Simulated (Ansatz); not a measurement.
# C2H6AlFS: from a rough start to a stationary point

The task is to find a stationary geometry of C2H6AlFS, check the end point by its vibrations and derive ideal-gas thermochemistry, and look at its orbitals and charge.

Method: RKS PBE0-D4/def2-TZVP; program: Ansatz 0.2.0, Gaussian basis.

Plan: relaxation at PBE-D4/def2-SVP; relaxation at PBE0-D4/def2-TZVP; harmonic vibrations at the same level; a single point in def2-TZVPP for the fields.

**1. Where the work starts**

SMILES `C[S][Al]([CH3])[F]`, 11 atoms, charge 0, spin multiplicity 1.

Atoms are counted from 1 here; the program's logs count them from 0.

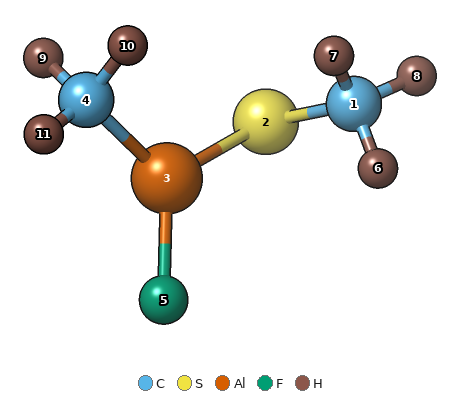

Start geometry, drawn with carbon blue, sulfur yellow, aluminium orange, fluorine teal, hydrogen brown; atoms are numbered from 1 in the order of the file.

As a file:

```xyz
11

C    -0.5385    1.9459    0.6140
S    -1.2780    1.1617   -0.8658
Al    0.3585   -0.3760   -1.0246
C     0.3165   -2.0812   -0.0145
F     1.8610   -0.0378   -2.0121
H     0.4196    2.4161    0.3742
H    -0.4963    1.2788    1.4537
H    -1.2168    2.8448    0.8842
H    -0.6508   -2.6275   -0.3155
H     0.1513   -1.8764    1.0971
H     1.1388   -2.7052   -0.1701
```

The start is a force-field geometry with small random shifts, so a cheaper pass at PBE-D4/def2-SVP comes first.

**2. Relaxation at PBE-D4/def2-SVP (cheap first pass)**

Contents of in.yaml:

```yaml
crystal:
  periodic: [false, false, false]
  atoms:
    - {symbol: C, position_ang: [-0.538500, 1.945900, 0.614000]}
    - {symbol: S, position_ang: [-1.278000, 1.161700, -0.865800]}
    - {symbol: Al, position_ang: [0.358500, -0.376000, -1.024600]}
    - {symbol: C, position_ang: [0.316500, -2.081200, -0.014500]}
    - {symbol: F, position_ang: [1.861000, -0.037800, -2.012100]}
    - {symbol: H, position_ang: [0.419600, 2.416100, 0.374200]}
    - {symbol: H, position_ang: [-0.496300, 1.278800, 1.453700]}
    - {symbol: H, position_ang: [-1.216800, 2.844800, 0.884200]}
    - {symbol: H, position_ang: [-0.650800, -2.627500, -0.315500]}
    - {symbol: H, position_ang: [0.151300, -1.876400, 1.097100]}
    - {symbol: H, position_ang: [1.138800, -2.705200, -0.170100]}
basis:
  gaussian: {orbitals: def2-SVP}
hamiltonian: {xc: pbe, dispersion: d4}
relax: {f_tol: 0.03, max_steps: 200}
```

Command:

```console
> ansatz run in.yaml --threads 4 --pin off --events-out ev --progress --plain --max-ram 10444MiB
```

Log (excerpt; [...] marks lines left out):

```text
Functional definition: PBE
  name "PBE"
  cite "Perdew, Burke & Ernzerhof, Phys. Rev. Lett. 77, 3865 (1996) doi:10.1103/PhysRevLett.77.3865"
  parent pbe
[...]
1210 factors; their error is unknown
[...]
mean field -22300.38309650 eV, -819.5239630536 hartree, gradient 6.2e-5 eV, S^2 0.000000; 0 other end points of the search recorded, 0 dependent functions left out
[...]
reference -22300.38313781 eV, -819.5239645721 hartree; 28, 28 occupied and 80, 80 virtual orbitals, 1210 factors
relax step   1: F+E_penalty+E_count = -22300.59998608 eV  Δ(F+E_penalty+E_count) = +0.000e0 eV  max|allowed force component| = 3.242e0 eV/Å  Δτ_max = 0.0000 Å  (27 SCF iters, accepted)
[...]
relax step   5: F+E_penalty+E_count = -22301.06688345 eV  Δ(F+E_penalty+E_count) = -1.621e-3 eV  max|allowed force component| = 6.166e-2 eV/Å  Δτ_max = 0.0339 Å  (29 SCF iters, accepted)
[...]
relax step   9: F+E_penalty+E_count = -22301.12803564 eV  Δ(F+E_penalty+E_count) = -3.414e-2 eV  max|allowed force component| = 5.795e-1 eV/Å  Δτ_max = 0.1381 Å  (28 SCF iters, accepted)
[...]
relax step  13: F+E_penalty+E_count = -22301.28279366 eV  Δ(F+E_penalty+E_count) = -1.472e-2 eV  max|allowed force component| = 1.346e-1 eV/Å  Δτ_max = 0.2000 Å  (28 SCF iters, accepted)
[...]
relax step  15: F+E_penalty+E_count = -22301.28690948 eV  Δ(F+E_penalty+E_count) = -3.111e-4 eV  max|allowed force component| = 4.032e-2 eV/Å  Δτ_max = 0.0303 Å  (29 SCF iters, accepted)
[...]
relax step  16: F+E_penalty+E_count = -22301.28729873 eV  Δ(F+E_penalty+E_count) = -3.893e-4 eV  max|allowed force component| = 1.169e-2 eV/Å  Δτ_max = 0.0177 Å  (29 SCF iters, accepted)
1210 factors; their error is unknown
[...]
mean field -22301.06504405 eV, -819.5490241642 hartree, gradient 2.1e-5 eV, S^2 0.000000; 1 other end points of the search recorded, 0 dependent functions left out
[...]
reference -22301.06508514 eV, -819.5490256741 hartree; 28, 28 occupied and 80, 80 virtual orbitals, 1210 factors
Total energy: -22301.28733982 eV, -819.5571933830 hartree
Atom 0 at    -0.568699     1.832212     0.714152 Å, force    -0.000738     0.004954    -0.001084 eV/Å
Atom 1 at    -0.071093     1.722234    -1.059714 Å, force    -0.000136     0.004575     0.004442 eV/Å
Atom 2 at     0.448554    -0.392871    -1.264992 Å, force    -0.002197     0.000664    -0.001584 eV/Å
Atom 3 at     0.344520    -1.776574     0.106761 Å, force    -0.003652    -0.009067    -0.011689 eV/Å
Atom 4 at     0.965199    -0.816304    -2.809069 Å, force     0.002437     0.001510    -0.006465 eV/Å
Atom 5 at     0.216169     2.362971     1.286152 Å, force    -0.001813    -0.004942    -0.001856 eV/Å
Atom 6 at    -0.742710     0.840557     1.172646 Å, force     0.003476    -0.001966     0.001176 eV/Å
Atom 7 at    -1.508092     2.414304     0.768081 Å, force     0.001097    -0.001194    -0.001918 eV/Å
Atom 8 at    -0.459577    -2.497972    -0.152664 Å, force     0.006321     0.004496     0.010261 eV/Å
Atom 9 at     0.145470    -1.396540     1.128095 Å, force    -0.002401    -0.001196     0.003269 eV/Å
Atom 10 at     1.295560    -2.348817     0.131151 Å, force    -0.002394     0.002165     0.005448 eV/Å
Dipole moment:    -0.145568    -0.119127     0.631433 e Å
```

It took 9.5 s on 4 threads of AMD EPYC 9R45, shared host.

Step by step:

```csv
step,energy from step 1 (eV),largest force component (eV/Å)
1,0.0000,3.2423
2,-0.3715,1.3656
3,-0.4564,0.2484
4,-0.4653,0.0640
5,-0.4669,0.0617
6,-0.4699,0.1460
7,-0.4802,0.4101
8,-0.4939,0.6016
9,-0.5280,0.5795
10,-0.5756,0.4436
11,-0.6326,0.2065
12,-0.6681,0.0696
13,-0.6828,0.1346
14,-0.6866,0.0562
15,-0.6869,0.0403
16,-0.6873,0.0117
```

Close pairs (by a distance rule), those that changed most:

```csv
bond,before (Å),after (Å),change (Å)
Al3–F5,1.829,1.682,-0.147
C4–H11,1.044,1.110,+0.066
S2–Al3,2.251,2.188,-0.064
C1–H8,1.158,1.106,-0.052
C4–H9,1.151,1.111,-0.040
C4–H10,1.142,1.108,-0.035
C1–H7,1.073,1.106,+0.033
Al3–C4,1.982,1.951,-0.031
```

**3. Geometry optimisation, PBE0-D4/def2-TZVP**

Contents of in.yaml:

```yaml
crystal:
  periodic: [false, false, false]
  atoms:
    - {symbol: C, position_ang: [-0.568699, 1.832212, 0.714152]}
    - {symbol: S, position_ang: [-0.071093, 1.722234, -1.059714]}
    - {symbol: Al, position_ang: [0.448554, -0.392871, -1.264992]}
    - {symbol: C, position_ang: [0.344520, -1.776574, 0.106761]}
    - {symbol: F, position_ang: [0.965199, -0.816304, -2.809069]}
    - {symbol: H, position_ang: [0.216169, 2.362971, 1.286152]}
    - {symbol: H, position_ang: [-0.742710, 0.840557, 1.172646]}
    - {symbol: H, position_ang: [-1.508092, 2.414304, 0.768081]}
    - {symbol: H, position_ang: [-0.459577, -2.497972, -0.152664]}
    - {symbol: H, position_ang: [0.145470, -1.396540, 1.128095]}
    - {symbol: H, position_ang: [1.295560, -2.348817, 0.131151]}
basis:
  gaussian: {orbitals: def2-TZVP}
hamiltonian: {xc: pbe0, dispersion: d4}
relax: {f_tol: 0.005, max_steps: 150}
```

Same command.

Log (excerpt; [...] marks lines left out):

```text
Functional definition: PBE0
  name "PBE0"
  cite "Adamo & Barone, J. Chem. Phys. 110, 6158 (1999) doi:10.1063/1.478522"
  cite "Perdew, Burke & Ernzerhof, Phys. Rev. Lett. 77, 3865 (1996) doi:10.1103/PhysRevLett.77.3865"
  parent pbe
[...]
1330 factors; their error is unknown
[...]
mean field -22315.03172172 eV, -820.0622901015 hartree, gradient 8.2e-6 eV, S^2 0.000000; 0 other end points of the search recorded, 0 dependent functions left out
[...]
reference -22315.03175503 eV, -820.0622913256 hartree; 28, 28 occupied and 175, 175 virtual orbitals, 1330 factors
relax step   1: F+E_penalty+E_count = -22315.22169421 eV  Δ(F+E_penalty+E_count) = +0.000e0 eV  max|allowed force component| = 7.616e-1 eV/Å  Δτ_max = 0.0000 Å  (28 SCF iters, accepted)
[...]
Atom 1 at     0.006237     1.729212    -1.029756 Å, force     0.000072     0.001136     0.001878 eV/Å
Atom 2 at     0.566653    -0.351590    -1.251244 Å, force    -0.001169    -0.001486    -0.000319 eV/Å
Atom 3 at     0.347656    -1.711654     0.114084 Å, force     0.000676    -0.000022    -0.002841 eV/Å
Atom 4 at     1.220162    -0.745090    -2.715568 Å, force     0.000471     0.000085     0.000053 eV/Å
Atom 5 at    -0.033643     2.404031     1.280824 Å, force     0.000332     0.000240     0.000913 eV/Å
Atom 6 at    -0.639770     0.745401     1.123619 Å, force    -0.000252    -0.000135     0.002271 eV/Å
Atom 7 at    -1.668350     2.109073     0.652412 Å, force    -0.001320    -0.000379     0.000320 eV/Å
Atom 8 at    -0.702614    -1.839719     0.391393 Å, force     0.000083     0.000439     0.000659 eV/Å
Atom 9 at     0.894844    -1.460287     1.027053 Å, force    -0.000127     0.000557     0.000795 eV/Å
Atom 10 at     0.718980    -2.673779    -0.246181 Å, force    -0.000216    -0.000336     0.000628 eV/Å
Dipole moment:    -0.209316    -0.125627     0.622628 e Å
```

It took 59 s on 4 threads of AMD EPYC 9R45, shared host; peak memory 0.57 GiB.

Step by step: (not every step is listed) (the energy doesn't fall at every step)

```csv
step,energy from step 1 (eV),largest force component (eV/Å)
1,0.0000,0.7616
2,-0.0443,0.4530
3,-0.0522,0.0780
4,-0.0526,0.0246
5,-0.0528,0.0127
6,-0.0528,0.0071
7,-0.0530,0.0458
8,-0.0532,0.0447
9,-0.0533,0.1129
11,-0.0545,0.0096
13,-0.0554,0.0913
15,-0.0571,0.0426
17,-0.0579,0.0565
19,-0.0589,0.0161
21,-0.0593,0.0185
23,-0.0493,0.2885
25,-0.0600,0.0350
27,-0.0603,0.0384
29,-0.0607,0.0195
31,-0.0609,0.0184
33,-0.0610,0.0260
35,-0.0612,0.0057
36,-0.0576,0.2513
37,-0.0612,0.0055
38,-0.0612,0.0031
39,-0.0612,0.0036
40,-0.0612,0.0311
41,-0.0612,0.0044
```

The force was under the threshold of 0.005 eV/Å already at step 34, but the program went on to step 41.

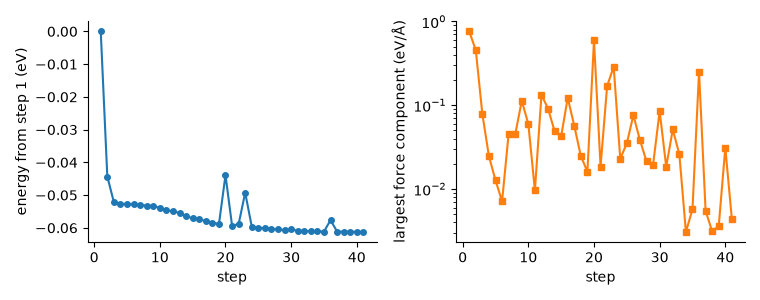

Energy and largest force along the relaxation.

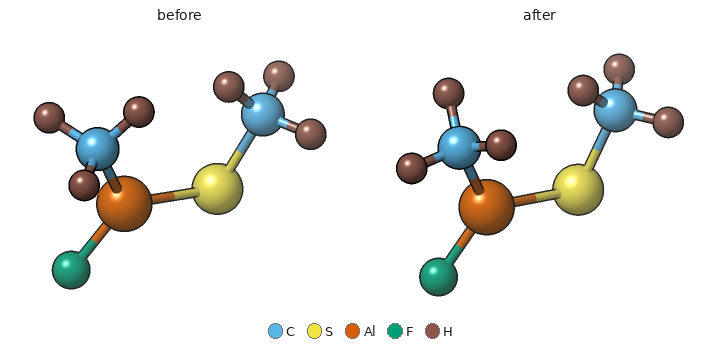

The geometry before (left) and after (right).

Distances of close pairs at the start and the end, largest changes first:

```csv
bond,before (Å),after (Å),change (Å)
Al3–F5,1.682,1.651,-0.031
C1–S2,1.846,1.824,-0.022
S2–Al3,2.188,2.166,-0.021
C4–H11,1.110,1.092,-0.018
C1–H6,1.107,1.089,-0.018
C1–H8,1.106,1.089,-0.017
C4–H9,1.111,1.094,-0.017
C1–H7,1.106,1.089,-0.017
```

Mulliken charges at the end point, from the run's report:

```csv
atom,value (e)
C1,-0.33
S2,-0.22
Al3,0.61
C4,-0.63
F5,-0.34
H6,0.15
H7,0.14
H8,0.15
H9,0.15
H10,0.15
H11,0.16
```

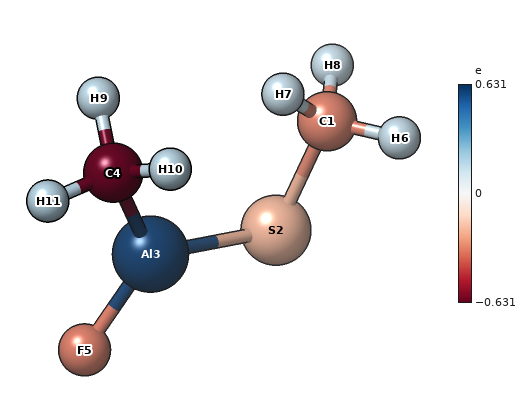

Mulliken charges at the end point, from the run's report, as colours on the atoms.

**4. Force constants and modes**

Contents of in.yaml:

```yaml
crystal:
  periodic: [false, false, false]
  atoms:
    - {symbol: C, position_ang: [-0.644854, 1.737601, 0.673963]}
    - {symbol: S, position_ang: [0.006237, 1.729212, -1.029756]}
    - {symbol: Al, position_ang: [0.566653, -0.351590, -1.251244]}
    - {symbol: C, position_ang: [0.347656, -1.711654, 0.114084]}
    - {symbol: F, position_ang: [1.220162, -0.745090, -2.715568]}
    - {symbol: H, position_ang: [-0.033643, 2.404031, 1.280824]}
    - {symbol: H, position_ang: [-0.639770, 0.745401, 1.123619]}
    - {symbol: H, position_ang: [-1.668350, 2.109073, 0.652412]}
    - {symbol: H, position_ang: [-0.702614, -1.839719, 0.391393]}
    - {symbol: H, position_ang: [0.894844, -1.460287, 1.027053]}
    - {symbol: H, position_ang: [0.718980, -2.673779, -0.246181]}
basis:
  gaussian: {orbitals: def2-TZVP}
hamiltonian: {xc: pbe0, dispersion: d4}
phonons: {temperatures: {t_min: 298.15, t_max: 900, t_step: 200}}
```

The command is unchanged.

Log (excerpt; [...] marks lines left out):

```text
Functional definition: PBE0
  name "PBE0"
  cite "Adamo & Barone, J. Chem. Phys. 110, 6158 (1999) doi:10.1063/1.478522"
  cite "Perdew, Burke & Ernzerhof, Phys. Rev. Lett. 77, 3865 (1996) doi:10.1103/PhysRevLett.77.3865"
  parent pbe
[...]
1330 factors; their error is unknown
[...]
mean field -22315.08909728 eV, -820.0643986143 hartree, gradient 7.8e-6 eV, S^2 0.000000; 0 other end points of the search recorded, 0 dependent functions left out
[...]
reference -22315.08913069 eV, -820.0643998422 hartree; 28, 28 occupied and 175, 175 virtual orbitals, 1330 factors
[...]
1330 factors; their error is unknown
mean field -22315.08893280 eV, -820.0643925697 hartree, gradient 9.5e-7 eV, S^2 0.000000; 0 other end points of the search recorded, 0 dependent functions left out
[...]
reference -22315.08896621 eV, -820.0643937977 hartree; 28, 28 occupied and 175, 175 virtual orbitals, 1330 factors
[...]
Atom 4 at     1.220162    -0.745090    -2.715568 Å, force     0.000404    -0.000001    -0.000077 eV/Å
Atom 5 at    -0.033643     2.404031     1.280824 Å, force     0.000322     0.000232     0.000914 eV/Å
Atom 6 at    -0.639770     0.745401     1.123619 Å, force    -0.000272    -0.000123     0.002282 eV/Å
Atom 7 at    -1.668350     2.109073     0.652412 Å, force    -0.001324    -0.000382     0.000321 eV/Å
Atom 8 at    -0.702614    -1.839719     0.391393 Å, force     0.000101     0.000488     0.000633 eV/Å
Atom 9 at     0.894844    -1.460287     1.027053 Å, force    -0.000159     0.000588     0.000760 eV/Å
Atom 10 at     0.718980    -2.673779    -0.246181 Å, force    -0.000220    -0.000335     0.000638 eV/Å
Dipole moment:    -0.209316    -0.125629     0.622627 e Å
Vibrations: 44.54 66.08 91.87 125.68 191.08 207.28 219.28 460.06 650.82 662.47 703.85 724.71 856.60 973.78 979.86 1221.13 1353.09 1442.31 1442.62 1470.46 1480.05 3046.13 3070.21 3124.30 3138.65 3160.80 3162.13 cm⁻¹, zero-point energy 2.112061 eV
```

Wall time 73 s (4 threads of AMD EPYC 9R45, shared host); peak memory 0.57 GiB.

Motions are named by where the mode's potential energy lies. Wavenumbers, unscaled:

```csv
mode,cm⁻¹,motion
1,45,torsion
2,66,torsion
3,92,torsion
4,126,bend
5,191,bend
6,207,torsion
7,219,bend
8,460,Al–S stretch
9,651,Al–C stretch with bend
10,662,bend
11,704,bend with Al–C stretch
12,725,C–S stretch
13,857,Al–F stretch
14,974,bend
15,980,bend
16,1221,bend
17,1353,bend
18,1442,bend
19,1443,bend
20,1470,bend
21,1480,bend
22,3046,C–H stretch
23,3070,C–H stretch
24,3124,C–H stretch
25,3139,C–H stretch
26,3161,C–H stretch
27,3162,C–H stretch
```

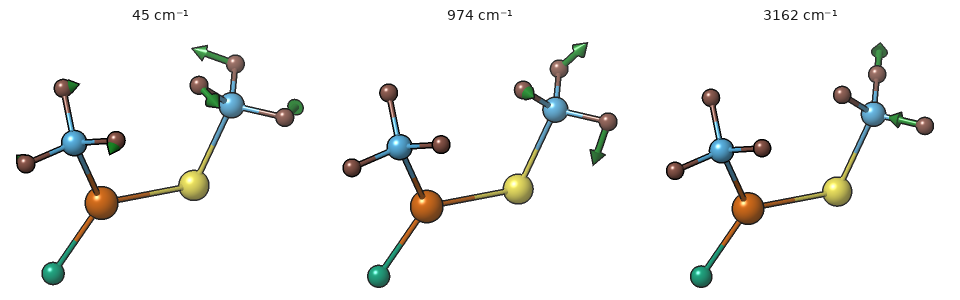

How the atoms move in 3 of the modes.

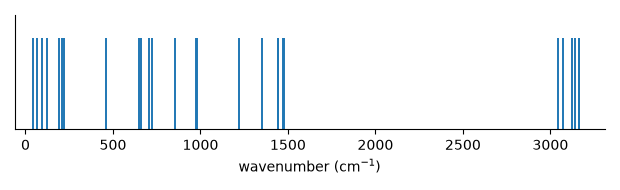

The harmonic wavenumbers as sticks (no intensities were computed).

Ideal gas, rigid rotor and harmonic oscillator at 298.15 K and 1 bar, with symmetry number 1:

```csv
term,value
zero-point energy,203.8 kJ/mol
H(298) − E,228.6 kJ/mol
"entropy, translation",167.3 J/(mol K)
"entropy, rotation",115.6 J/(mol K)
"entropy, vibration",103.6 J/(mol K)
"entropy, total",386.4 J/(mol K)
```

**5. A single point for the fields**

Changes to in.yaml since step 4:

```diff
@@ -15,4 +15,4 @@
 basis:
-  gaussian: {orbitals: def2-TZVP}
+  gaussian: {orbitals: def2-TZVPP}
 hamiltonian: {xc: pbe0, dispersion: d4}
-phonons: {temperatures: {t_min: 298.15, t_max: 900, t_step: 200}}
+output: {orbitals: {seedname: orbitals}}
```

Launched as before.

Log:

```text
Functional definition: PBE0
  name "PBE0"
  cite "Adamo & Barone, J. Chem. Phys. 110, 6158 (1999) doi:10.1063/1.478522"
  cite "Perdew, Burke & Ernzerhof, Phys. Rev. Lett. 77, 3865 (1996) doi:10.1103/PhysRevLett.77.3865"
  parent pbe
  parameter a = 0.25
  parameter kappa = 0.804
  parameter beta = 0.06672455060314922
  exchange = (1 - a)*pbe_x(kappa = kappa, mu = beta*pi^2/3) + a*exact_x
  correlation = pbe_c(beta = beta)
1485 factors; their error is unknown
mean field evaluation 1: about -22304.6052 eV, gradient 7.2e1 eV
mean field evaluation 2: about -22297.9434 eV, gradient 9.1e1 eV
mean field evaluation 4: about -22315.1041 eV, gradient 4.1e0 eV
mean field evaluation 8: about -22315.1325 eV, gradient 8.4e-2 eV
mean field evaluation 16: about -22315.1528 eV, gradient 4.6e-5 eV
mean field -22315.15276067 eV, -820.0667382009 hartree, gradient 4.6e-5 eV, S^2 0.000000; 0 other end points of the search recorded, 0 dependent functions left out
reference -22315.15279474 eV, -820.0667394528 hartree; 28, 28 occupied and 233, 233 virtual orbitals, 1485 factors
Total energy: -22315.34663246 eV, -820.0738628576 hartree
```

It took 1.4 s on 4 threads of AMD EPYC 9R45, shared host; peak memory 0.7 GiB.

Orbitals, density, ELF and potential are computed afterwards from the orbital file.

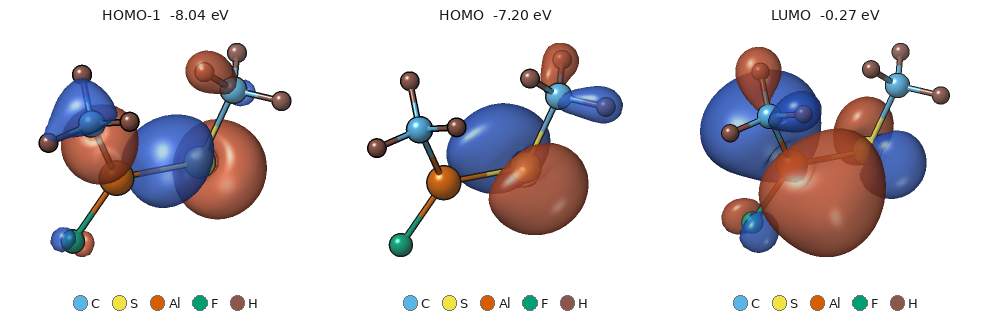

Frontier orbitals at PBE0-D4/def2-TZVPP; each surface holds 70 % of the orbital's density, blue and red mark the sign.

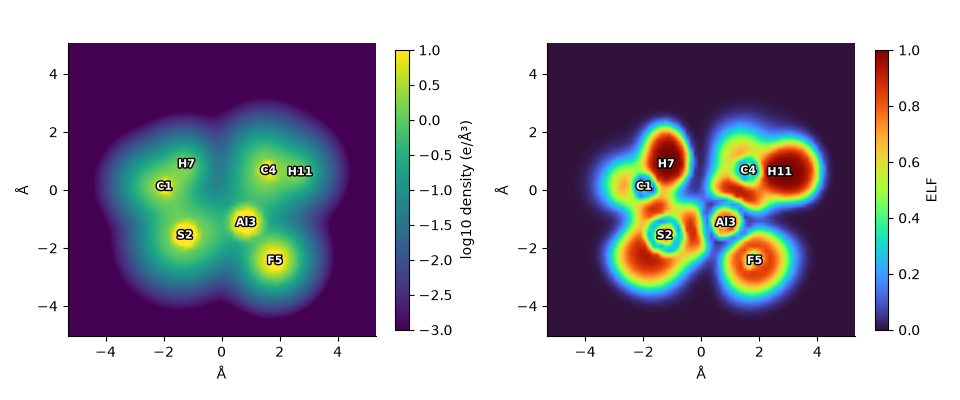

Density (left) and ELF (right) in a plane through or near 7 of the atoms.

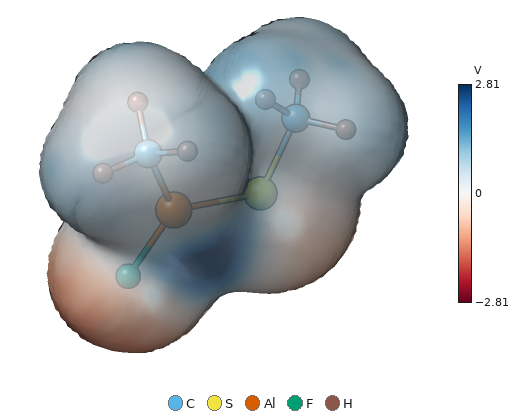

The potential that a unit positive charge feels on the 0.002 e/bohr³ surface, from -1.35 V near F5 to 2.81 V near Al3.

**6. What came out**

| quantity | value |
| --- | --- |
| point group | C1 |
| steps | 16 + 41 |
| shift from the start (rms) | 0.848 Å |
| total energy | -22315.2830 eV |
| dispersion term | -194 meV |
| dipole moment | 3.21 D |
| lowest, highest wavenumber | 45, 3162 cm⁻¹ |
| zero-point energy | 203.8 kJ/mol |
| entropy at 298.15 K | 386.4 J/(mol K) |
| HOMO, LUMO | -7.20, -0.27 eV |

What this shows: The relaxed geometry lies 0.85 Å (rms) from the start; the bond that changed most is Al3–F5, from 1.829 to 1.651 Å. No mode is imaginary: a true minimum at this level. The stiffest mode, 3162 cm⁻¹, is a C–H stretch, and 5 modes under 200 cm⁻¹ make the vibrational entropy uncertain. Harmonic hybrid wavenumbers usually lie a few per cent above measured fundamentals. The largest Mulliken charge, -0.63 e, sits on C4. The HOMO lies mostly on S2 79 %; Al3 8 % and the LUMO on Al3 52 %; S2 13 %.
